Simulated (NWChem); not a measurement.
# CH2GeN (SMILES N#[C][GeH2]) at UHF/STO-3G

Aim: the energy change on altering one bond length of CH2GeN at UHF/STO-3G, from 2 runs. 

The calculation is run with NWChem 7.3.0.

2 further runs of the same task are left out: 2 set aside as unsound or not needed.

## 1. The structure to begin with

CH2GeN has 5 atoms, charge 0, and is taken as a doublet. SMILES: `N#[C][GeH2]`. The shape is that of a PBE0-D4/def2-TZVP optimisation.

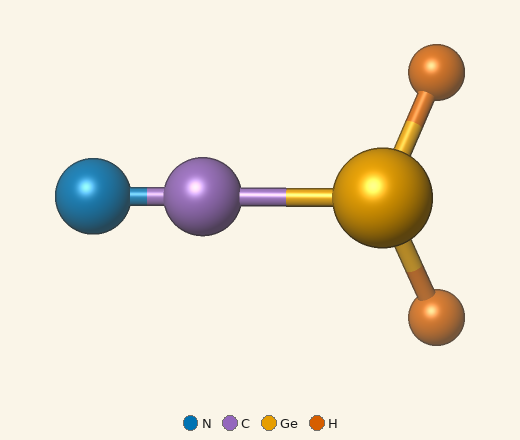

Viewed from a chosen angle; nitrogen blue, carbon purple, germanium amber, hydrogen orange.

## 2. Energy and forces at UHF/STO-3G

The input, ch2gen.xyz:

```xyz
5
CH2GeN hf
N      1.590700    -1.029300     1.293200
C      0.838400    -0.535900     0.570400
Ge    -0.315900     0.241400    -0.740100
H     -1.658900    -0.498000    -0.695900
H     -0.404300     1.748400    -0.468900
```

The input, run.py:

```python
from ase.io import read
from ase.calculators.nwchem import NWChem

mol = read('ch2gen.xyz')

calc = NWChem(
    label='ch2gen',
    theory='scf',
    memory='2200 mb',
    basis='STO-3G',
    basispar='spherical bse',
    scf={'nopen': '1', 'uhf': None, 'thresh': '1e-08', 'maxiter': '80'},
)
mol.calc = calc

forces = mol.get_forces()
print("Total energy (eV):", round(mol.get_potential_energy(), 6))
print("forces (eV/A):")
for s, f in zip(mol.symbols, forces):
    print(f"{s:2s} {f[0]:10.5f} {f[1]:10.5f} {f[2]:10.5f}")
```

The run is started by

```sh
export ASE_NWCHEM_COMMAND="nwchem PREFIX.nwi > PREFIX.nwo"
python run.py
```

The log of the run:

```text
Total energy (eV): -58341.771985
forces (eV/A):
N     1.53032   -1.00864    1.52004
C    -2.66639    1.77144   -2.78538
Ge   -0.58251    0.16846    1.55212
H     1.71585    1.06860    0.01152
H     0.00267   -1.99991   -0.29830
```

The calculator wrote ch2gen.nwi:

```
title "ch2gen"

permanent_dir ch2gen

scratch_dir ch2gen

start ch2gen

geometry units angstrom nocenter noautosym noautoz
  N  1.5907000000000000e+00 -1.0293000000000001e+00 1.2931999999999999e+00
  C  8.3840000000000003e-01 -5.3590000000000004e-01 5.7040000000000002e-01
  Ge -3.1590000000000001e-01 2.4140000000000000e-01 -7.4009999999999998e-01
  H  -1.6589000000000000e+00 -4.9800000000000000e-01 -6.9589999999999996e-01
  H  -4.0429999999999999e-01 1.7484000000000000e+00 -4.6889999999999998e-01
end

memory 2200 mb

basis spherical bse noprint
   * library STO-3G
end

scf
  nopen 1
  uhf
  thresh 1e-08
  maxiter 80
end

task scf gradient
```

ch2gen.nwo, shortened:

```text
[...]
  functions       =    30
[...]
  wavefunction    = UHF
[...]
         Total SCF energy =  -2144.020592425716
      One electron energy =  -3280.381065648063
      Two electron energy =    998.775592065486
 Nuclear repulsion energy =    137.584881156861
                       Sz =      0.5000
                 Sz(Sz+1) =      0.7500
                      S^2 =      0.8952
[...]
                         UHF ENERGY GRADIENTS
    atom               coordinates                        gradient
                 x          y          z           x          y          z
   1 N       3.005987  -1.945095   2.443794   -0.029760   0.019615  -0.029560
   2 C       1.584346  -1.012704   1.077900    0.051853  -0.034449   0.054167
   3 Ge     -0.596964   0.456180  -1.398586    0.011328  -0.003276  -0.030184
   4 H      -3.134866  -0.941084  -1.315060   -0.033368  -0.020781  -0.000224
   5 H      -0.764016   3.303997  -0.886093   -0.000052   0.038892   0.005801
[...]
```

Run time: 14 s. Hardware: 1 thread of Intel Xeon Platinum 8259CL at 2.50GHz (Skylake/Cascade Lake), shared host; peak memory 0.099 GiB.

## 3. The distorted shape: the energy at UHF/STO-3G

The input, ch2gen.nw:

```
start ch2gen
title "CH2GeN energy"
memory total 2200 mb
charge 0

geometry units angstroms noautosym nocenter noautoz
  N      2.262210    -0.659595     1.271100
  C      1.509910    -0.166195     0.548300
  Ge     0.355610     0.611105    -0.762200
  H     -1.658900    -0.498000    -0.695900
  H      0.267210     2.118105    -0.491000
end

basis spherical bse
  * library STO-3G
end

scf
  nopen 1
  uhf
  thresh 1e-08
  maxiter 80
end

task scf energy
```

The run is started by

```sh
nwchem ch2gen.nw > ch2gen.out
```

The log of the run, shortened:

```text
[...]
  functions       =    30
[...]
  wavefunction    = UHF
[...]
         Total SCF energy =  -2143.902200093707
      One electron energy =  -3272.699681656125
      Two electron energy =    995.259900625576
 Nuclear repulsion energy =    133.537580936842
                       Sz =      0.5000
                 Sz(Sz+1) =      0.7500
                      S^2 =      1.1520
[...]
```

Wall time 17 s (1 thread of Intel Xeon Platinum 8259CL at 2.50GHz (Skylake/Cascade Lake), shared host); peak memory 0.099 GiB.

## 4. Results

Level: UHF/STO-3G.

```
                                                          quantity           value
                                         first shape: total energy  -2144.02059 Eh
                                        first shape: dipole moment          3.65 D
                   first shape: HOMO energy (highest over α and β)        -7.70 eV
                    first shape: LUMO energy (lowest over α and β)         4.11 eV
                                                 first shape: ⟨S²⟩           0.895
                             first shape: largest force on an atom      4.243 eV/Å
                                     distorted shape: total energy  -2143.90220 Eh
                                    distorted shape: dipole moment          3.24 D
               distorted shape: HOMO energy (highest over α and β)        -7.42 eV
                distorted shape: LUMO energy (lowest over α and β)         3.84 eV
                                             distorted shape: ⟨S²⟩           1.152
energy change with the Ge3–H4 bond stretched from 1.534 to 2.301 Å        3.222 eV
```

In words: With the Ge3–H4 bond stretched from 1.534 to 2.301 Å the energy rises by 3.22 eV (311 kJ/mol). The first shape isn't relaxed at this level, so the change isn't measured from a minimum. The minimal basis adds a large error of its own. The largest force (first shape) is 4.24 eV/Å: the shape isn't a stationary point for this species at this level. ⟨S²⟩ (first shape) is 0.90 where a pure doublet has 0.75: the reference is spin-contaminated. Mulliken charges (first shape) run from -0.21 on N1 to +0.55 on Ge3. ⟨S²⟩ (distorted shape) is 1.15 where a pure doublet has 0.75: the reference is spin-contaminated.
